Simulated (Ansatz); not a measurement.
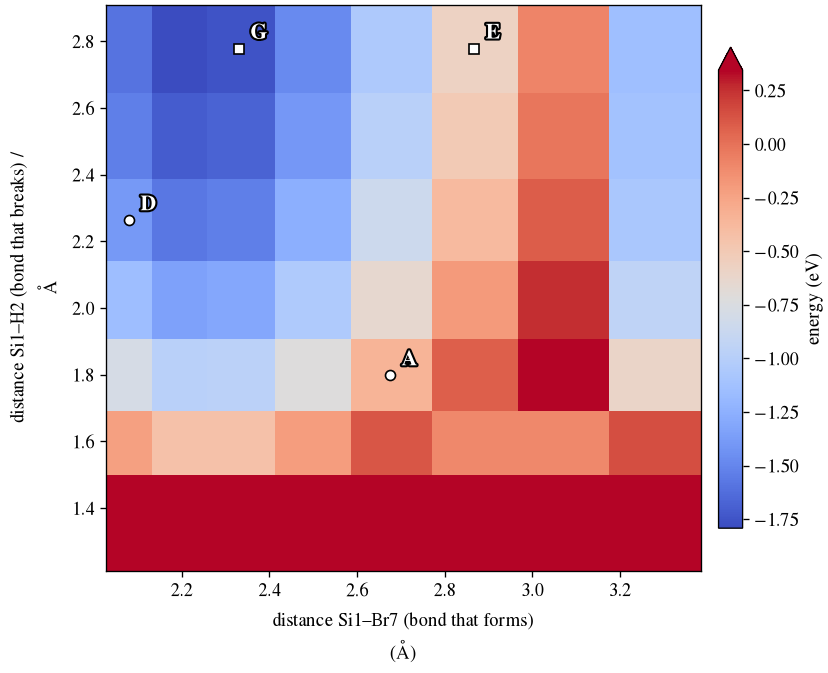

The reacting system BrClH₄Si (fragments BrClH₄Si where the first distance is long, BrClH₂Si + H₂ where the second is long). Coordinates scanned: (1) distance Si1–Br7 (bond that forms); (2) distance Si1–H2 (bond that breaks). Relaxed at each point: all other coordinates. The grid has 8 × 8 points. Points are written as (first, second). All energies are given in eV relative to a guessed transition structure relaxed with its forming and breaking bonds held. Energies and slopes of some neighbouring points disagree (a jump in structure or state, or too coarse a mesh). The reference is spin-restricted, so regions where a bond is pulled apart into radicals lie too high. Method: RKS PBE-D4/def2-SVP (Ansatz).

Drawn: one coloured cell a grid point, one colour for all values above the top of the scale, lettered points.

Rank the lettered points by energy, lowest first.

Answer. G (−1.76 eV), D (−1.39 eV), E (−0.58 eV), A (−0.34 eV).
